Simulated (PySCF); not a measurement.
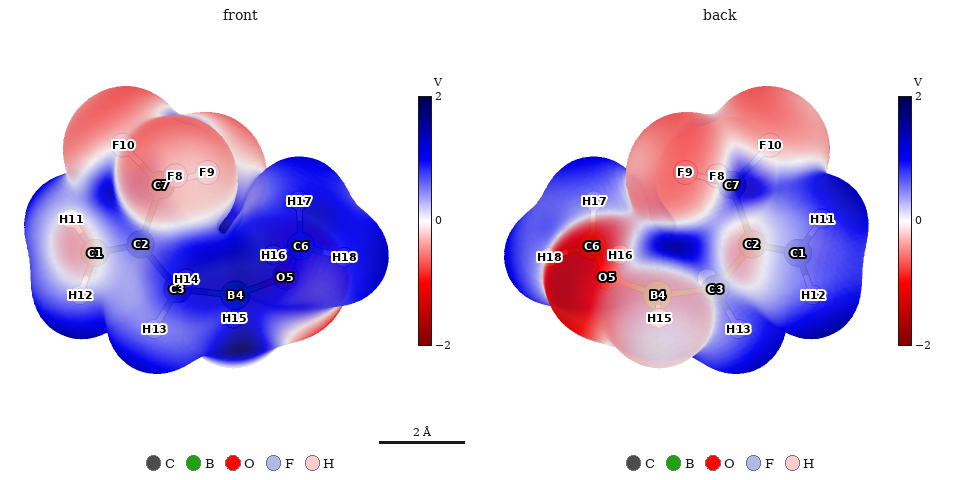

C5H8BF3O (SMILES C=C(CBOC)C(F)(F)F). The electrostatic potential painted on the density surface at 0.004 e/bohr³, seen from the front and from behind; the colour scale runs from red (negative) to blue (positive).

Geometry: GFN2-xTB.

The calculation used PBE0/pcSseg-1, SCF density, gas phase, non-relativistic in PySCF.

Input

```
{"job": {"kind": "nmr", "xc": "PBE0", "basis": "pcSseg-1"}, "charge": 0, "multiplicity": 1}
C     -2.307692    -1.267078    -0.118124
C     -1.241737    -0.541258     0.186597
C      0.140993    -1.060220     0.409847
B      1.074568    -0.752253    -0.879261
O      1.998681     0.177720    -0.964234
C      2.370684     1.143038    -0.009232
C     -1.360433     0.957247     0.265563
F     -0.740041     1.472121     1.345998
F     -0.800132     1.571580    -0.798128
F     -2.624586     1.398273     0.320354
H     -3.272561    -0.823780    -0.292197
H     -2.238676    -2.337003    -0.197695
H      0.080892    -2.136676     0.563108
H      0.546523    -0.610199     1.317846
H      0.938750    -1.402874    -1.846103
H      2.190136     0.807628     1.014226
H      1.802470     2.058151    -0.188144
H      3.433402     1.351900    -0.142078
```

Launched as:

```sh
OMP_NUM_THREADS=1 python probes_run.py task.json out
```

Question: Which sites attract a positive test charge, and which a negative one?

Answer: A positive charge is drawn to the negative regions and a negative charge to the positive ones. The most negative region (about −1.4 V) lies over O5, the most positive (about +1.6 V) over C3, B4 and C7. O5 is the likeliest acceptor of a hydrogen bond.
